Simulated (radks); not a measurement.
# Atomic calculation, with input and output: Rh

- system: a free Rh atom in the configuration [Kr] 4d8 5s1 (high spin).
- method: scalar-relativistic Kohn-Sham, Slater X-alpha with alpha = 0.767, spin-polarised, spherical densities, point nucleus (the in-house radial solver radks)

## Input file
```
Z 45
configuration [Kr] 4d8 5s1
relativity scalar-relativistic
functional xalpha 0.767
spin polarised
nucleus point
c 137.035999084
```

Energies in input and log are in hartree, lengths in bohr.

## Output
```
1s      1   1.0000        -847.64658981
2s      1   1.0000        -123.19035713
2p      1   3.0000        -110.57308172
3s      1   1.0000         -22.06634874
3p      1   3.0000         -17.90366868
3d      1   5.0000         -11.21839594
4s      1   1.0000          -3.07711920
4p      1   3.0000          -1.89697446
4d      1   5.0000          -0.25353844
5s      1   1.0000          -0.18119526
1s      2   1.0000        -847.64567241
2s      2   1.0000        -123.17793976
2p      2   3.0000        -110.56326720
3s      2   1.0000         -22.05683499
3p      2   3.0000         -17.89335931
3d      2   5.0000         -11.20505190
4s      2   1.0000          -3.01709958
4p      2   3.0000          -1.83306211
4d      2   3.0000          -0.17995517
5s      2   0.0000          -0.10578865
Etot -4794.904266510166
Ekin 4967.697786454259
Encl -11569.725347752243
Eh 1956.833461334154
Exc -149.71016654633604
err 5.107412873059856e-09
it 14
```

## Orbitals

| orbital | occupation | energy (eV) | ⟨r⟩ (bohr) | outer maximum (bohr) |
| --- | --- | --- | --- | --- |
| 1s up | 1 | −23065.6 | 0.03263 | 0.0212 |
| 1s down | 1 | −23065.6 | 0.03263 | 0.0212 |
| 2s up | 1 | −3352.2 | 0.1418 | 0.120 |
| 2s down | 1 | −3351.8 | 0.1418 | 0.120 |
| 2p up | 3 | −3008.8 | 0.1235 | 0.0956 |
| 2p down | 3 | −3008.6 | 0.1235 | 0.0956 |
| 3s up | 1 | −600.456 | 0.3902 | 0.351 |
| 3s down | 1 | −600.197 | 0.3902 | 0.351 |
| 3p up | 3 | −487.184 | 0.3896 | 0.344 |
| 3p down | 3 | −486.903 | 0.3895 | 0.344 |
| 3d up | 5 | −305.268 | 0.3689 | 0.290 |
| 3d down | 5 | −304.905 | 0.3687 | 0.290 |
| 4s up | 1 | −83.733 | 0.9766 | 0.878 |
| 4s down | 1 | −82.099 | 0.9743 | 0.876 |
| 4p up | 3 | −51.619 | 1.077 | 0.940 |
| 4p down | 3 | −49.880 | 1.074 | 0.938 |
| 4d up | 5 | −6.899 | 1.570 | 1.14 |
| 5s up | 1 | −4.931 | 3.179 | 2.60 |
| 4d down | 3 | −4.897 | 1.560 | 1.13 |
| 5s down | 0 | −2.879 | 3.365 | 2.63 |

## Slater integrals of the outer shells (hartree)

```csv
integral,value
"F0(5s,5s)",0.2845
"F0(5s,4d)",0.3493
"G2(5s,4d)",0.0653
"F0(5s,4p)",0.3650
"G1(5s,4p)",0.0198
"F0(5s,4s)",0.3677
"G0(5s,4s)",0.0127
"F0(4d,4d)",0.5852
```

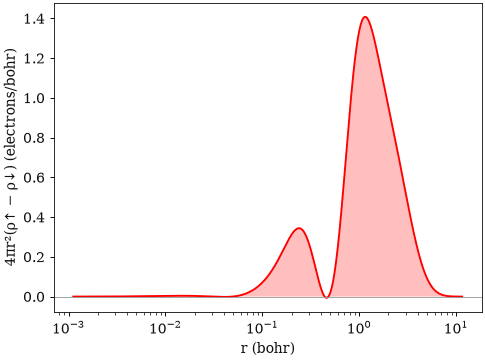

Fig. 1: The radial spin density. The curve integrates to 3 unpaired electrons, held by 4d (+2) and 5s (+1). Its largest value, 1.41 electrons/bohr, lies near r = 1.2 bohr. Regions of the opposite sign are negligible.

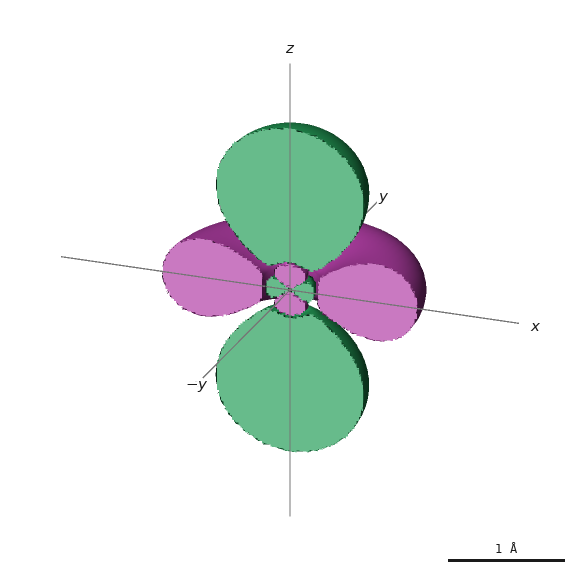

Fig. 2: One occupied orbital of down spin is shown. The surface of constant |ψ| that holds about 85 % of the electron is drawn, green where ψ is positive and pink where it is negative, with the half in front of the xz plane cut away and the cut face painted. The radial function comes from the spherical calculation and is multiplied by a real spherical harmonic; the overall sign is chosen so that the largest lobe of P(r) is positive; at the scalar-relativistic level it is the large component. It is 4d(z²) of down spin. It has two nodal cones about z and 1 radial node, at r = 0.461 bohr. The outermost maximum of P² lies at 1.13 bohr, ⟨r⟩ = 1.56 bohr, 90 % of the charge lies within 2.55 bohr, and the eigenvalue is −4.90 eV, with 3 electrons in the shell for this spin.

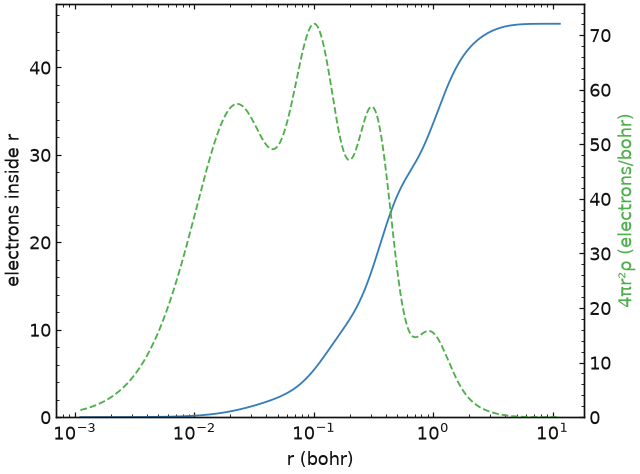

Fig. 3: The number of electrons inside radius r (solid) and the radial density 4πr²ρ (dashed). The count levels off at 45 electrons. Half of them lie within 0.418 bohr, 90 % within 1.64 bohr and 99 % within 3.67 bohr. The radial density has minima at 0.0454, 0.199 and 0.711 bohr, where the count stands at 2.0, 11.1 and 29.1; these part the shells that the density resolves.

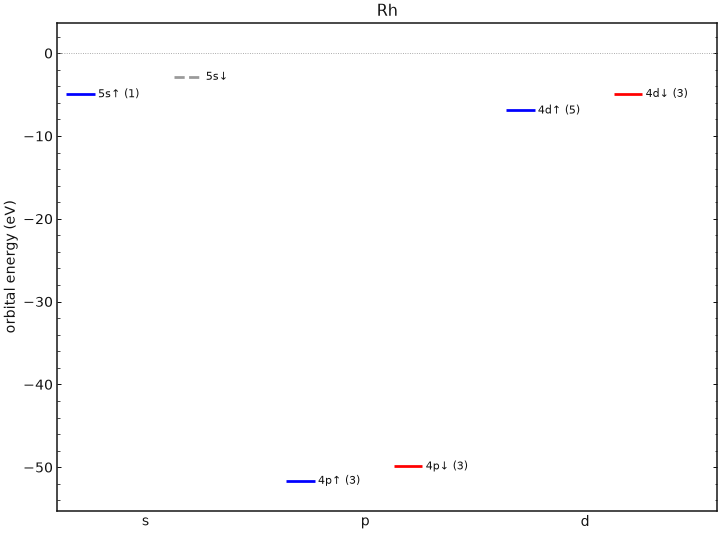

Fig. 4: The outer levels are drawn (occupations in brackets, up spins at the left of each column and down spins at the right, empty levels dashed). The highest occupied level is 4d down at −4.90 eV. From the top down the occupied levels run 4d down (−4.90 eV), 5s up (−4.93 eV), 4d up (−6.90 eV), 4p down (−49.9 eV), 4p up (−51.6 eV). The lowest empty level drawn is 5s down at −2.88 eV. The largest exchange splitting (down less up) among the shells drawn in both spins is that of 5s, 2.05 eV.

## Key numbers

| quantity | value |
| --- | --- |
| outcome | converged |
| total energy | −4794.9043 hartree |
| kinetic energy | 4967.6978 hartree |
| electron–nucleus energy | −11569.7253 hartree |
| Hartree energy | 1956.8335 hartree |
| exchange–correlation energy | −149.710167 hartree |
| radius at density 0.001 e/bohr³ | 4.35 bohr |
| SCF iterations | 14 |
| hardware | 1 CPU thread, shared host |
